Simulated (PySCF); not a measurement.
C₃H₁₁PSi: NMR shielding calculation

The run: NMR shielding calculation of C₃H₁₁PSi (Me3SiPH2 (trimethylsilylphosphine)). Method and program: GIAO PBE0/pcSseg-2 NMR shielding, non-relativistic, gas phase (PySCF 2.14.0).

The geometry comes from this level: PBE0-D3(BJ)/def2-TZVP. Figures and captions count atoms from 1; the log counts them from 0 in places.

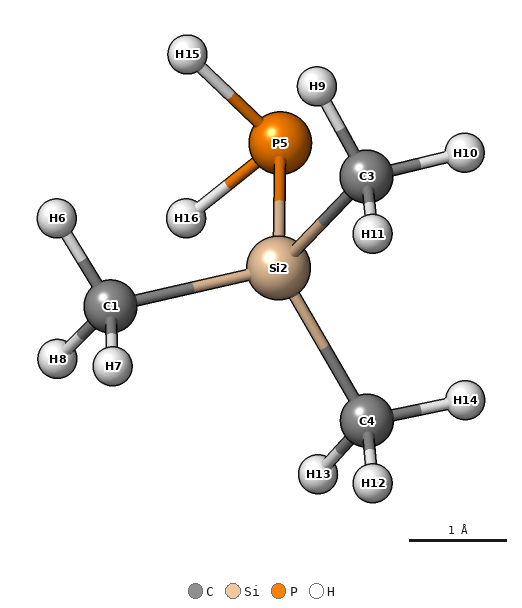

*The input geometry (ball-and-stick view, seen at a tilt; atoms are numbered from 1 in the order of the input).*

The input
```
{"job": {"kind": "nmr", "xc": "PBE0", "basis": "pcSseg-2"}, "charge": 0, "multiplicity": 1}
C     -0.937603    -0.847415     1.220053
Si     0.027312     0.046660    -0.114426
C      0.303039     1.832650     0.381142
C      1.669512    -0.809226    -0.399885
P     -1.070572     0.070273    -2.096875
H     -1.906802    -0.372949     1.389750
H     -0.385985    -0.839226     2.165128
H     -1.116822    -1.888830     0.942893
H     -0.646977     2.350340     0.535360
H      0.860709     2.373861    -0.386640
H      0.870105     1.888768     1.314717
H      2.263862    -0.812667     0.518276
H      1.527537    -1.847064    -0.710879
H      2.247867    -0.301130    -1.175015
H     -2.307111     0.474763    -1.523826
H     -1.404062    -1.310787    -2.048811
```

The first line tells a small driver script what to run in PySCF; the rest is the geometry in Å.

Launch command:
```bash
OMP_NUM_THREADS=1 python <driver script> task.json out
```

The program's output
```
coarse grid: 13328 points
cycle   1  E = -751.4228697525  dE =  3.778e-02  |g| = 5.346e-01  |ddm| = 2.625e+00
cycle   2  E = -751.4073477245  dE =  1.552e-02  |g| = 5.775e-01  |ddm| = 7.350e-01
cycle   3  E = -751.4937288172  dE = -8.638e-02  |g| = 3.901e-02  |ddm| = 4.120e-01
cycle   4  E = -751.4940935633  dE = -3.647e-04  |g| = 2.027e-02  |ddm| = 7.562e-02
cycle   5  E = -751.4942051958  dE = -1.116e-04  |g| = 2.483e-03  |ddm| = 2.509e-02
cycle   6  E = -751.4942061485  dE = -9.526e-07  |g| = 1.017e-03  |ddm| = 3.807e-03
final grid: 116568 points
cycle   7  E = -751.5021039252  dE = -9.504e-05  |g| = 7.796e-03  |ddm| = 4.034e-02
cycle   8  E = -751.5020986470  dE =  5.278e-06  |g| = 8.958e-03  |ddm| = 1.099e-02
cycle   9  E = -751.5021190570  dE = -2.041e-05  |g| = 3.564e-04  |ddm| = 6.460e-03
cycle  10  E = -751.5021190796  dE = -2.257e-08  |g| = 2.281e-04  |ddm| = 7.173e-04
cycle  11  E = -751.5021190952  dE = -1.565e-08  |g| = 3.926e-05  |ddm| = 2.950e-04
cycle  12  E = -751.5021190954  dE = -2.442e-10  |g| = 6.702e-06  |ddm| = 4.133e-05
```

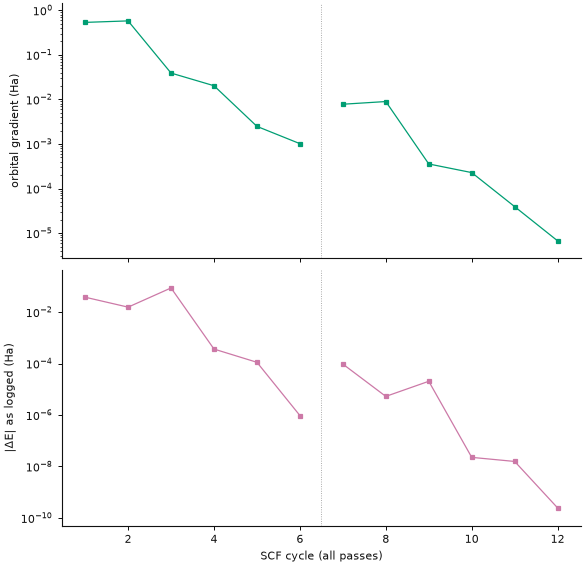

*Convergence of the self-consistent field: orbital gradient and size of the energy change against the SCF cycle. The dotted line marks the change from a coarse to the final integration grid.*

The first 6 cycles use a coarse grid, the final grid takes over at cycle 7, and the field converges after 12 cycles in all.

```
converged SCF energy = -751.5021190954

GIAO shielding tensors (ppm)
atom      isotropic    diamagn.    paramagn.     s11        s22        s33       span
  0 C      180.350     248.006     -67.656    174.357    176.509    190.185     15.828
  1 Si     337.146     880.122    -542.976    326.931    331.634    352.872     25.942
  2 C      185.026     247.122     -62.097    180.694    183.274    191.109     10.416
  3 C      185.055     247.061     -62.007    180.692    183.394    191.079     10.387
  4 P      572.458     967.972    -395.514    514.188    580.064    623.122    108.934
  5 H       31.242      31.901      -0.660     27.486     29.006     37.233      9.746
  6 H       31.208      31.783      -0.575     26.964     28.551     38.109     11.145
  7 H       31.242      31.904      -0.662     27.502     28.996     37.227      9.725
  8 H       31.366      31.275       0.091     27.220     29.194     37.685     10.465
  9 H       31.270      30.824       0.447     27.118     28.859     37.833     10.715
 10 H       31.334      31.301       0.033     27.236     28.634     38.134     10.898
 11 H       31.336      31.293       0.042     27.239     28.646     38.122     10.883
 12 H       31.362      31.245       0.116     27.216     29.173     37.696     10.480
 13 H       31.272      30.807       0.465     27.117     28.856     37.842     10.725
 14 H       29.998      31.219      -1.221     25.564     27.681     36.749     11.185
 15 H       29.992      31.208      -1.216     25.557     27.661     36.758     11.200
```

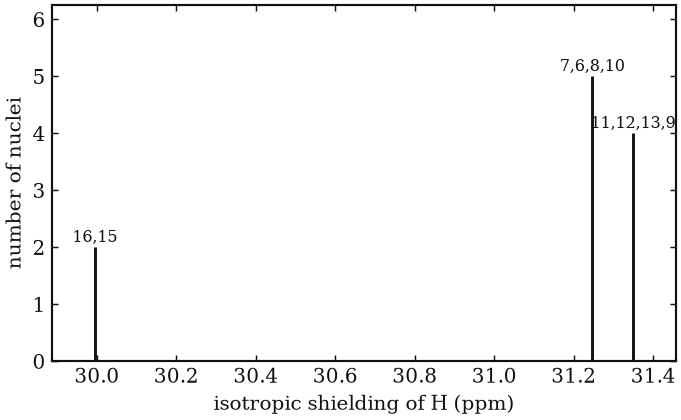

*Isotropic shieldings of the hydrogen nuclei in this fixed geometry, labelled by atom number; shielding grows to the right, so chemical shift grows to the left.*

The least shielded is H16 (30.0 ppm), the most shielded H9 (31.4 ppm).

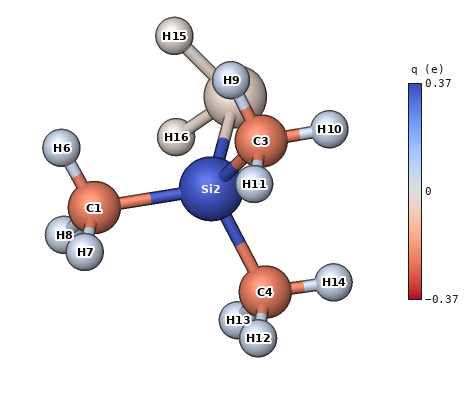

*Hirshfeld charges, as the colour of each atom (ball-and-stick view, seen at a tilt; atoms are numbered from 1 in the order of the input).*

By element: C −0.23, Si +0.35, P −0.04 and H −0.02 to +0.04 e.

Key numbers

| quantity | value |
| --- | --- |
| outcome | converged |
| total energy | −751.502119 hartree |
| HOMO | −7.06 eV |
| LUMO | 0.18 eV |
| dipole moment | 1.56 D |
| isotropic shielding, C | 180.4 to 185.1 ppm |
| isotropic shielding, Si | 337.1 ppm |
| isotropic shielding, P | 572.5 ppm |
| isotropic shielding, H | 30.0 to 31.4 ppm |
| hardware | 1 CPU thread, shared host |
| wall time | 65 s |
| peak memory | 1.4 GiB |
